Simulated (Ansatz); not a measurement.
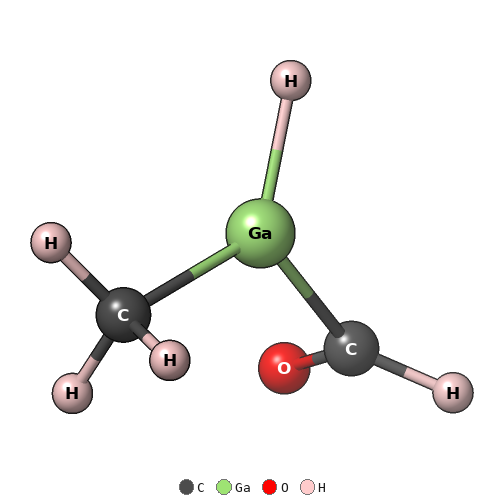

The picture shows the input geometry.

Input file:

```yaml
crystal:
  periodic: [false, false, false]
  atoms:
    - {symbol: C, position_ang: [-0.428428, 0.818058, -1.235610]}
    - {symbol: Ga, position_ang: [0.010183, -0.764370, -0.159600]}
    - {symbol: C, position_ang: [0.681862, -0.472777, 1.723793]}
    - {symbol: O, position_ang: [-0.198796, -0.189301, 2.505744]}
    - {symbol: H, position_ang: [-1.178900, 0.601053, -1.996292]}
    - {symbol: H, position_ang: [-0.786010, 1.626421, -0.594871]}
    - {symbol: H, position_ang: [0.473415, 1.175841, -1.741946]}
    - {symbol: H, position_ang: [-0.301888, -2.238363, -0.608021]}
    - {symbol: H, position_ang: [1.728553, -0.556562, 2.106814]}
basis:
  gaussian: {orbitals: "6-31G*"}
total_charge: 1
magnetization: {spin_polarized: true, initial_magnetization: 1}
hamiltonian: {xc: {name: PBE0-DH}}
output: {forces: true}
```

Command:

```sh
ansatz run in.yaml --threads 2 --pin off --events-out ev --progress --plain --max-ram 4352MiB
```

Output:

```
Functional definition: PBE0-DH
  name "PBE0-DH"
  cite "Brémond & Adamo, J. Chem. Phys. 135, 024106 (2011) doi:10.1063/1.3604569"
  cite "Perdew, Burke & Ernzerhof, Phys. Rev. Lett. 77, 3865 (1996) doi:10.1103/PhysRevLett.77.3865"
  parameter a = 1/2
  parameter c = 1/8
  exchange = (1 - a)*pbe_x + a*exact_x
  correlation = (1 - c)*pbe_c + c*(mp2_os + mp2_ss)
885 factors; integrals over basis functions are off by at most 6.7e-4 eV
mean field evaluation 1: about -56534.1513 eV, gradient 4.8e1 eV
mean field evaluation 2: about -56534.1809 eV, gradient 4.8e1 eV
mean field evaluation 4: about -56544.1368 eV, gradient 1.4e1 eV
mean field evaluation 8: about -56545.1630 eV, gradient 4.7e-1 eV
mean field evaluation 16: about -56545.1764 eV, gradient 1.1e-2 eV
mean field evaluation 32: about -56540.8942 eV, gradient 7.6e0 eV
mean field -56545.17639991 eV, -2077.9969049995 hartree, gradient 5.7e-6 eV, S^2 0.762691; 1 other end points of the search recorded, 0 dependent functions left out
12 core orbitals not correlated: weight in the atoms' cores, before any rotation towards them, 1.000 or more for the frozen orbitals, at most 0.000 for the correlated occupied ones
reference -56545.17641808 eV, -2077.9969056674 hartree; 16, 15 occupied and 62, 63 virtual orbitals, 885 factors
second order -22.64170603 eV of doubles, -0.00000000 eV of singles
the calculation of the forces begins
Total energy: -56548.00663134 eV, -2078.1009140861 hartree
Atom 0 at    -0.428428     0.818058    -1.235610 Å, force     0.522453     0.509612     0.601585 eV/Å
Atom 1 at     0.010183    -0.764370    -0.159600 Å, force    -1.237169    -0.288595    -2.704557 eV/Å
Atom 2 at     0.681862    -0.472777     1.723793 Å, force    -1.484079     0.892868     3.629127 eV/Å
Atom 3 at    -0.198796    -0.189301     2.505744 Å, force     1.949765    -0.673608    -1.895561 eV/Å
Atom 4 at    -1.178900     0.601053    -1.996292 Å, force    -0.023789    -0.412654     0.160169 eV/Å
Atom 5 at    -0.786010     1.626421    -0.594871 Å, force    -0.008635     0.020517    -0.085218 eV/Å
Atom 6 at     0.473415     1.175841    -1.741946 Å, force    -0.017437    -0.038969     0.051674 eV/Å
Atom 7 at    -0.301888    -2.238363    -0.608021 Å, force     0.360221     0.035913     0.627627 eV/Å
Atom 8 at     1.728553    -0.556562     2.106814 Å, force    -0.061330    -0.045084    -0.384846 eV/Å
Dipole moment:     0.541066     0.004845     0.362402 e Å
```

Self-consistency was reached.
